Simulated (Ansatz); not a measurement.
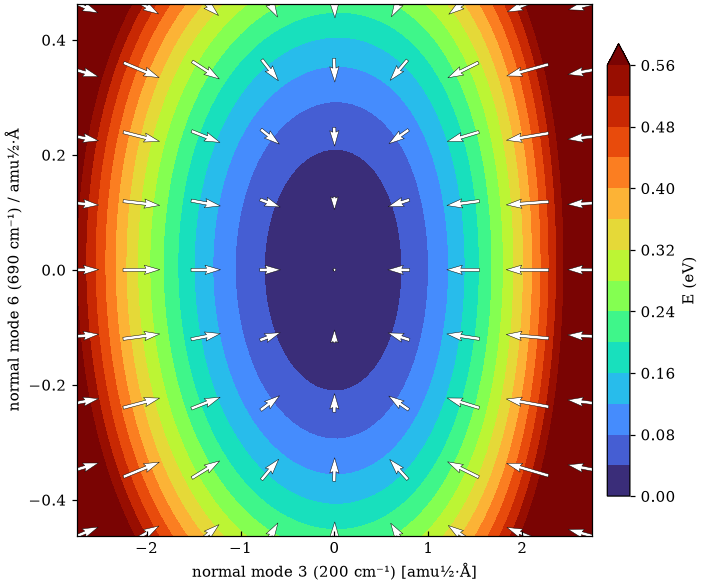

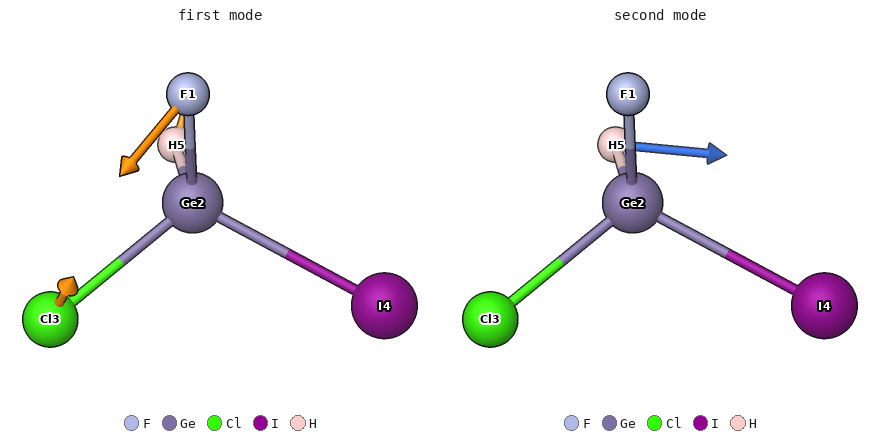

Energy landscape of ClFGeHI, SMILES [F][GeH]([Cl])[I]. 
- The first coordinate is: normal mode 3 (200 cm⁻¹); the second: normal mode 6 (690 cm⁻¹).
- Nothing is relaxed (straight displacements along the two mass-weighted modes).
- The grid has 9 × 9 points.
- All energies are given in eV relative to the relaxed molecule at the same level.
- All numbers below come from Ansatz 0.2.0, RKS r2SCAN-D4/def2-SVP.

Drawn: filled contours, arrows along the force (downhill), their lengths compressed, one colour for all values above the top of the scale. Between grid points the surface is interpolated. The second picture is the structure at the lowest point

**Summarise what can be read from the map.**

The lowest grid point is at normal mode 3 (200 cm⁻¹) = 0.00 amu½·Å, normal mode 6 (690 cm⁻¹) = 0.000 amu½·Å, 0.00 eV from the relaxed molecule at the same level. No other kind of well shows on this grid. The highest grid point, normal mode 3 (200 cm⁻¹) = 2.74 amu½·Å, normal mode 6 (690 cm⁻¹) = −0.463 amu½·Å, lies 0.94 eV above the lowest.

The input of one point:

```yaml
crystal:
  periodic: [false, false, false]
  atoms:
    - { symbol: F, position_ang: [-0.727684, 1.171765, 1.059207] }
    - { symbol: Ge, position_ang: [0.11857, -0.011551, 0.12061] }
    - { symbol: Cl, position_ang: [1.054005, 1.057311, -1.481294] }
    - { symbol: I, position_ang: [-1.560955, -1.624584, -0.757271] }
    - { symbol: H, position_ang: [1.165964, -0.666642, 1.017449] }
basis:
  gaussian: { orbitals: def2-SVP }
hamiltonian:
  xc: r2scan
  dispersion: d4
output:
  forces: true
```

Time for the 81 points that were run: 14 min on 1 thread of Arm Neoverse V1 (shared host).
